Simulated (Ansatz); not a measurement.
Process, species as SMILES: Cl[CH2] (CH2-Cl) → C atom + Cl atom + 2 H atom
B3LYP-D3(BJ)/def2-TZVP geometries, fixed; electronic energies without zero-point terms.
Largest species:
```
C
H 1 1.0768
H 1 1.0768 2 124.26
Cl 1 1.6978 2 117.87 3 180.00
```
Charge 0, spin multiplicity 2.

Basis-set convergence of the atomisation energy at CCSD(T) with Ansatz (a quantum-chemistry and plane-wave program). Cartesian d functions, on some or all atoms, in 6-31G*, 6-311G**; all else is spherical. Cores are frozen. Open shells are unrestricted. No added dispersion term, no relativity. Functions are those of the species that has most. Reference: Hartree-Fock in aug-cc-pV(Q+d)Z plus the correlation part extrapolated as X^-3 from aug-cc-pV(T+d)Z and aug-cc-pV(Q+d)Z, 288.19 kcal/mol, itself unsure by roughly 0.99 kcal/mol (a third of the extrapolation step and of the last Hartree-Fock step). Deviations are taken from unrounded values.

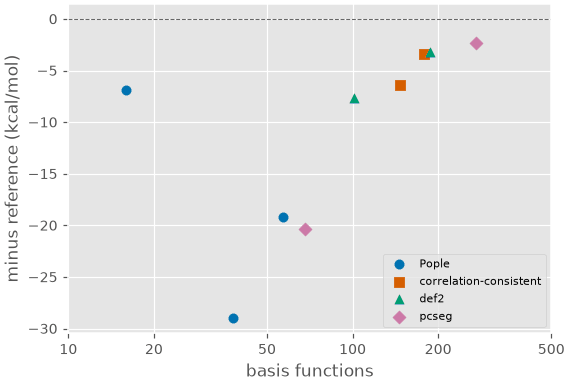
Deviation from the reference against the number of basis functions, by family of sets.

```csv
basis,functions,atomisation energy (kcal/mol),minus reference (kcal/mol)
STO-3G,16,281.31,-6.88
6-31G*,38,259.22,-28.97
6-311G**,57,268.99,-19.20
aug-pcseg-1,68,267.84,-20.36
def2-TZVPP,101,280.51,-7.68
aug-cc-pV(T+d)Z,147,281.81,-6.38
cc-pV(Q+d)Z,179,284.82,-3.37
def2-QZVPP,187,284.95,-3.25
aug-pcseg-3,272,285.86,-2.33
```
